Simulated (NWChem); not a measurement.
# One shape, several levels: Si2H6 (disilane)

Wanted: a comparison of 3 runs (B3LYP/6-31G*, B2PLYP/aug-cc-pVDZ, wB97X/aug-cc-pVDZ) of Si2H6 (disilane). 

The calculation is run with NWChem 7.3.0.

1 further run of the same task is left out (it didn't finish).

**1. Starting point**

Si2H6 has 8 atoms, charge 0, and is taken as a singlet. As SMILES, `[SiH3][SiH3]`. The Si1–H5 distance was set to 1.934 Å, away from the relaxed value.

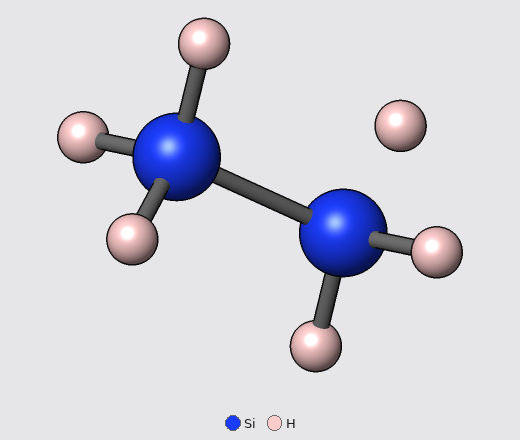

Viewed from a chosen angle; silicon blue, hydrogen pink.

**2. The energy at B3LYP/6-31G(d) (spherical functions) (run 1)**

Contents of h6si2.nw:

```
start h6si2
memory stack 880 mb heap 220 mb global 1100 mb

geometry units angstrom noautosym nocenter noautoz
Si      -0.080242       0.138019      -1.091003
Si       0.623758      -0.856581       0.904897
H        1.094158       0.596019      -1.881003
H       -0.852642      -0.836081      -1.908003
H       -1.208000       1.664100      -0.717900
H        1.399258       0.116419       1.720197
H        1.488358      -2.032681       0.617897
H       -0.550742      -1.311381       1.696497
end

basis spherical bse
* library 6-31G*
end

dft
xc b3lyp
grid xfine
convergence energy 1e-08
iterations 100
mulliken
print low
end

task dft
```

The run is started by

```bash
$ nwchem h6si2.nw > h6si2.out
```

The program printed:

```text
[...]
 d= 0,ls=0.0,diis     1   -582.5210699732 -6.72D+02  1.01D-02  1.29D-01     2.4
[...]
 d= 0,ls=0.0,diis     8   -582.5433309799 -1.67D-10  6.63D-07  5.50D-10    14.6
         Total DFT energy =     -582.543330979900
      One electron energy =     -983.498576295524
           Coulomb energy =      355.651187822475
    Exchange-Corr. energy =      -44.009683202911
 Nuclear repulsion energy =       89.313740696060
[...]
      Total Density - Mulliken Population Analysis
     ---------------------------------------------
    Atom       Charge   Shell Charges
 -----------   ------   -------------------------------------------------------
    1 Si  14    13.84   2.00  2.00  5.96  1.03  1.89  0.37  0.50  0.10
    2 Si  14    13.83   2.00  2.00  5.96  1.02  1.99  0.30  0.43  0.12
    3 H    1     1.05   0.51  0.54
    4 H    1     1.05   0.51  0.54
    5 H    1     1.09   0.41  0.68
    6 H    1     1.05   0.51  0.54
    7 H    1     1.05   0.51  0.54
    8 H    1     1.05   0.51  0.54
[...]
```

It took 15 s on 1 thread of Intel Xeon at 2.60GHz (Ice Lake), shared host; peak memory 0.14 GiB.

**3. A single-point energy at B2PLYP/aug-cc-pVDZ (run 2)**

Contents of struct.nw:

```
start struct
memory 2200 mb

geometry units angstroms noautosym nocenter noautoz
  Si   -0.080242    0.138019   -1.091003
  Si    0.623758   -0.856581    0.904897
  H     1.094158    0.596019   -1.881003
  H    -0.852642   -0.836081   -1.908003
  H    -1.208000    1.664100   -0.717900
  H     1.399258    0.116419    1.720197
  H     1.488358   -2.032681    0.617897
  H    -0.550742   -1.311381    1.696497
end

basis spherical bse
  Si library aug-cc-pVDZ
  H library aug-cc-pVDZ
end

dft
  xc hfexch 0.53 becke88 0.47 lyp 0.73 mp2 0.27
  dftmp2 semidirect
  grid fine
  convergence energy 1e-08
  maxiter 100
  mulliken
end

mp2
  freeze core 10
end

task dft energy
```

The run is started by

```bash
$ nwchem struct.nw > struct.out
```

The program printed:

```text
[...]
          Wavefunction type:  closed shell.
          No. of atoms     :     8
          No. of electrons :    34
[...]
          Charge           :     0
          Spin multiplicity:     1
[...]
          AO basis - number of functions:   108
[...]
              XC Information
              --------------
                     Hartree-Fock (Exact) Exchange  0.530
                    Becke 1988 Exchange Functional  0.470
              Lee-Yang-Parr Correlation Functional  0.730
[...]
 d= 0,ls=0.0,diis     1   -582.1656598468 -6.71D+02  5.44D-03  9.44D-02     6.3
[...]
 d= 0,ls=0.0,diis     7   -582.1883442583 -6.04D-09  4.59D-07  8.40D-10    32.8
         Total DFT energy =     -582.188344258309
      One electron energy =     -983.137289820232
           Coulomb energy =      355.248176805162
    Exchange-Corr. energy =      -43.612971939298
 Nuclear repulsion energy =       89.313740696060
[...]
      Total Density - Mulliken Population Analysis
     ---------------------------------------------
    Atom       Charge   Shell Charges
 -----------   ------   -------------------------------------------------------
    1 Si  14    14.43   2.00  2.03  0.77  0.60 -0.06  6.01  1.45  1.41  0.01  0.17  0.03
    2 Si  14    14.65   2.00  2.03  0.76  0.64 -0.09  6.01  1.55  1.49  0.02  0.19  0.05
    3 H    1     0.76   0.73  0.02  0.00  0.01 -0.00
    4 H    1     0.76   0.73  0.02  0.00  0.01 -0.00
    5 H    1     1.09   0.60  0.42  0.05  0.01  0.01
    6 H    1     0.77   0.74  0.02  0.01  0.01 -0.01
    7 H    1     0.78   0.74  0.03  0.01  0.01 -0.01
    8 H    1     0.77   0.74  0.02  0.01  0.01 -0.01
[...]
  Basis functions       =    108
[...]
```

Run time: 42 s. Hardware: 1 thread of Intel Xeon at 2.60GHz (Ice Lake), shared host; peak memory 0.25 GiB.

**4. The energy at wB97X/aug-cc-pVDZ (run 3)**

Contents of work.nw:

```
start work
title "H6Si2 wB97X"
memory stack 880 mb heap 220 mb global 1100 mb
charge 0

geometry noautosym nocenter noautoz
 Si   -0.080242    0.138019   -1.091003
 Si    0.623758   -0.856581    0.904897
 H     1.094158    0.596019   -1.881003
 H    -0.852642   -0.836081   -1.908003
 H    -1.208000    1.664100   -0.717900
 H     1.399258    0.116419    1.720197
 H     1.488358   -2.032681    0.617897
 H    -0.550742   -1.311381    1.696497
end

basis spherical bse
 Si library aug-cc-pVDZ
 H library aug-cc-pVDZ
end

dft
 xc wb97x
 grid fine
 convergence energy 1e-08
 maxiter 100
 mulliken
 print medium
end

task dft energy
```

The run is started by

```bash
$ nwchem work.nw > work.out
```

The program printed:

```text
[...]
          Wavefunction type:  closed shell.
          No. of atoms     :     8
          No. of electrons :    34
[...]
          Charge           :     0
          Spin multiplicity:     1
[...]
          AO basis - number of functions:   108
[...]
              XC Information
              --------------
                       wb97x  Method XC Functional
                     Hartree-Fock (Exact) Exchange  1.000
                         wb97x Exchange Functional  1.000
                      wb97x Correlation Functional  1.000
[...]
 d= 0,ls=0.0,diis     1   -582.4965053141 -6.72D+02  8.15D-03  1.31D-01    15.0
[...]
 d= 0,ls=0.0,diis     8   -582.5206181909 -1.01D-09  2.20D-07  3.02D-11   116.2
         Total DFT energy =     -582.520618190946
      One electron energy =     -983.230170578910
           Coulomb energy =      355.309579866820
    Exchange-Corr. energy =      -43.913768174917
 Nuclear repulsion energy =       89.313740696060
[...]
      Total Density - Mulliken Population Analysis
     ---------------------------------------------
    Atom       Charge   Shell Charges
 -----------   ------   -------------------------------------------------------
    1 Si  14    14.72   2.00  2.04  0.75  0.69 -0.04  6.01  1.49  1.54  0.02  0.17  0.05
    2 Si  14    14.97   2.00  2.04  0.75  0.76 -0.09  6.02  1.59  1.63  0.03  0.18  0.06
    3 H    1     0.66   0.72 -0.06 -0.01  0.01 -0.01
    4 H    1     0.66   0.72 -0.06 -0.01  0.01 -0.01
    5 H    1     1.00   0.60  0.36  0.03  0.01 -0.00
    6 H    1     0.67   0.73 -0.06  0.00  0.01 -0.02
    7 H    1     0.67   0.73 -0.05  0.00  0.01 -0.02
    8 H    1     0.67   0.73 -0.06  0.00  0.01 -0.02
[...]
```

Wall time 2 min (1 thread of Intel Xeon at 2.60GHz (Ice Lake), shared host); peak memory 0.11 GiB.

**5. Overview of the runs**

```csv
run,level,integration grid,frozen core orbitals,energy (Eh),wall time
1,B3LYP/6-31G* (spherical functions),xfine,–,-582.543331,15 s
2,B2PLYP/aug-cc-pVDZ,fine,10,-582.265302,42 s
3,wB97X/aug-cc-pVDZ,fine,–,-582.520618,2 min
```

**6. Outcome**

| quantity | value |
| --- | --- |
| run 3: total energy | -582.52062 Eh |
| run 3: dipole moment | 0.74 D |
| run 3: HOMO energy | -10.58 eV |
| run 3: LUMO energy | 0.87 eV |
| run 3: HOMO–LUMO gap | 11.45 eV |

In words: Totals of different functionals can't be ranked against each other. All runs together took 2.9 min, the longest 2 min.
